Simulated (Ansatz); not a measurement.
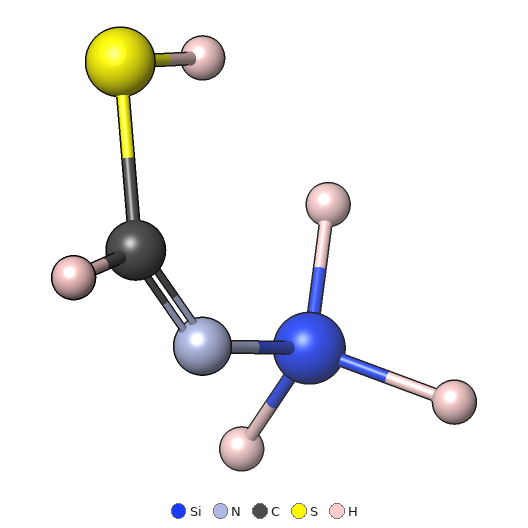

Ball-and-stick drawing of a structure.

What is the molecular formula?

Answer. CH₅NSSi, 9 atoms: 1 carbon, 5 hydrogen, 1 nitrogen, 1 sulfur and 1 silicon.

How many bonds of each kind are drawn?

Answer. 3 Si–H, 1 N–Si, 1 C–N, 1 C–S, 1 C–H, 1 S–H.

Give a SMILES string for it.

Answer. [SiH3]/N=C\S

Name some functional groups or characteristic bonds that it holds.

Answer. Among them: thiol, imine, Si–H bond, Si–N bond.

Does it have rings?

Answer. It has no ring.

More results for the same structure follow; atom numbers are the same in all pictures, views and colours differ. The computed structure is the end point of a PBE0-D4/def2-TZVP optimisation.

Geometry

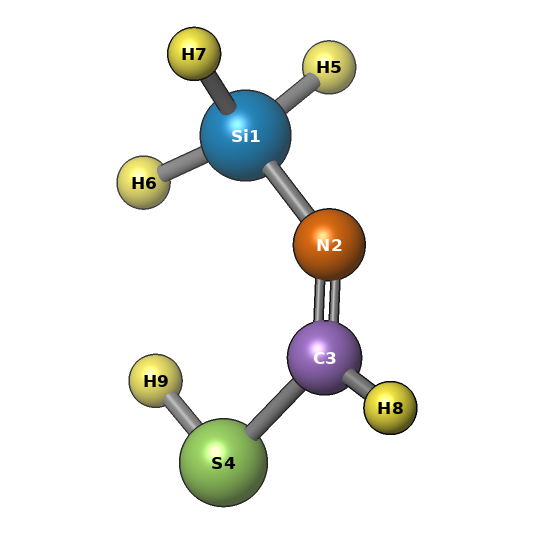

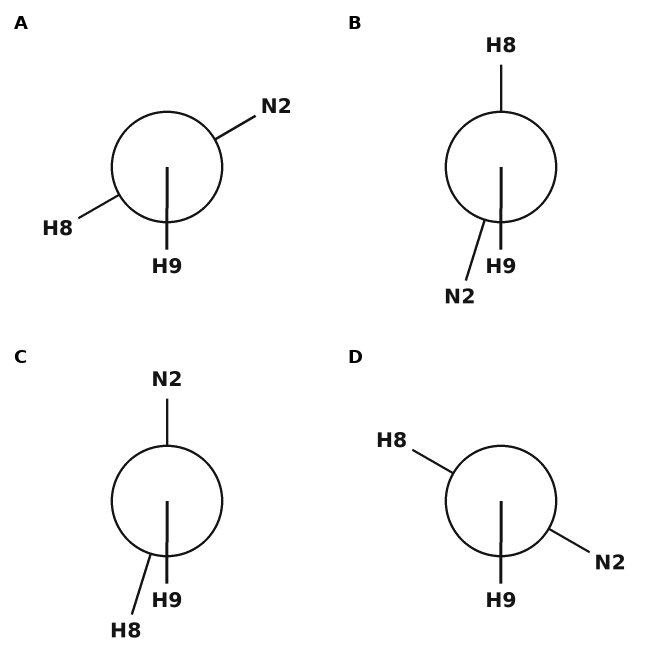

Distant atoms are faded towards the background colour. Bonds that would overlap in a projection are set slightly apart.

Which Newman projection shows the view along S4–C3, with S4 in front?

Answer. B. The torsion angle H9–S4–C3–N2 is 0°, synperiplanar (eclipsed).

Levels of theory compared

Program: Ansatz 0.2.0.

At this fixed geometry, give HOMO–LUMO gap (eV), dipole (D) at these levels: B3LYP-D4/def2-TZVPP; PBE-D4/def2-TZVPP; r2SCAN-D4/def2-TZVPP; ωB97M-V/def2-TZVPP.

```
               level  HOMO–LUMO gap (eV)  dipole (D)
 B3LYP-D4/def2-TZVPP                5.84        0.82
   PBE-D4/def2-TZVPP                3.97        0.74
r2SCAN-D4/def2-TZVPP                4.42        0.76
  ωB97M-V/def2-TZVPP               10.65        0.85
```

Vibrations

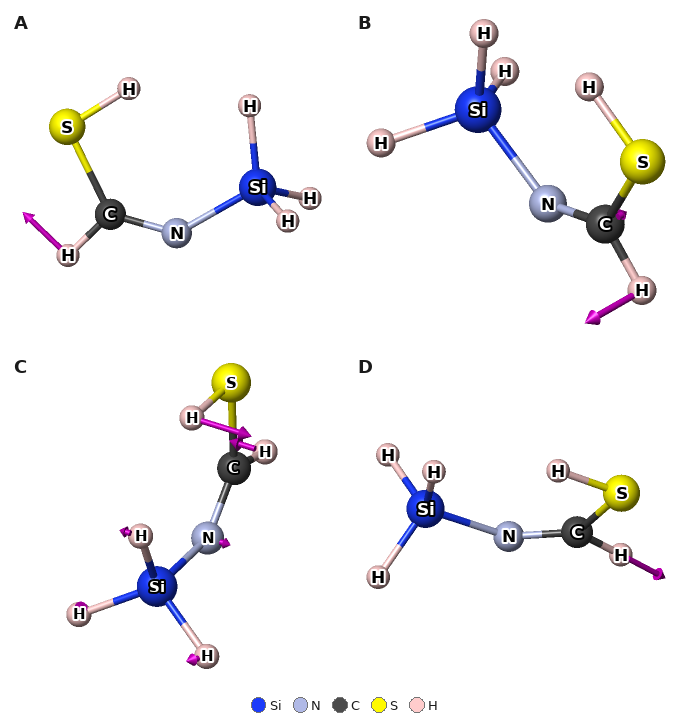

4 normal modes of one molecule or complex, as arrows. Harmonic vibrations computed with RKS PBE0-D4/def2-TZVP (Ansatz 0.2.0) at a stationary point of the same level.

Match the panels to the wavenumbers 262 cm⁻¹, 922 cm⁻¹, 1389 cm⁻¹, 3051 cm⁻¹.

Answer. A: 1389 cm⁻¹, angle bending
B: 922 cm⁻¹, a torsion or out-of-plane motion in which bond lengths and bond angles hardly change
C: 262 cm⁻¹, a torsion or out-of-plane motion in which bond lengths and bond angles hardly change
D: 3051 cm⁻¹, C–H stretching

Charges

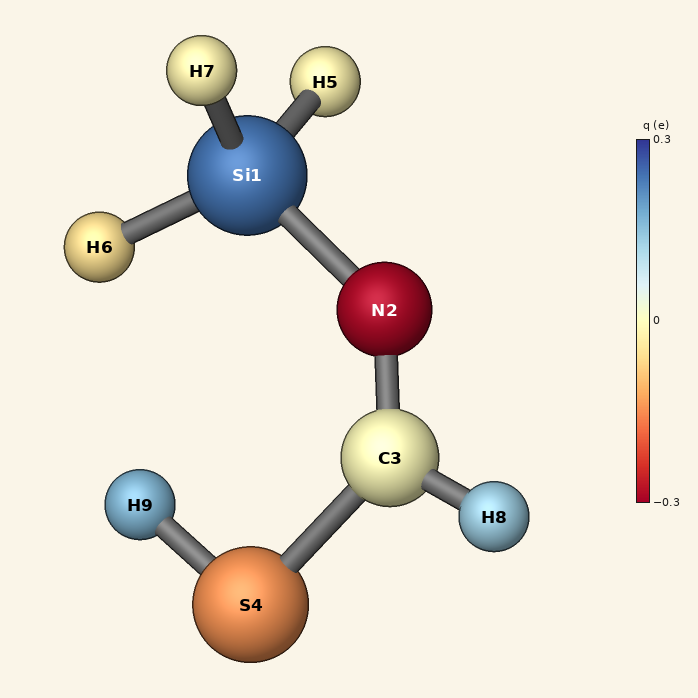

Atoms are coloured by their Mulliken charges. Properties computed with RKS PBE0-D4/def2-TZVP (Ansatz 0.2.0).

Which atom carries the highest charge (most positive or least negative)?

Answer. Si1 (0.24 e).

And the lowest?

Answer. N2 (−0.29 e).

List the Mulliken charges.

| atom | value (e) |
| --- | --- |
| Si1 | 0.24 |
| N2 | −0.29 |
| C3 | −0.01 |
| S4 | −0.14 |
| H5 | −0.02 |
| H6 | −0.05 |
| H7 | −0.02 |
| H8 | 0.13 |
| H9 | 0.16 |

Mulliken values depend strongly on the basis set and can even reverse the polarity of a bond.
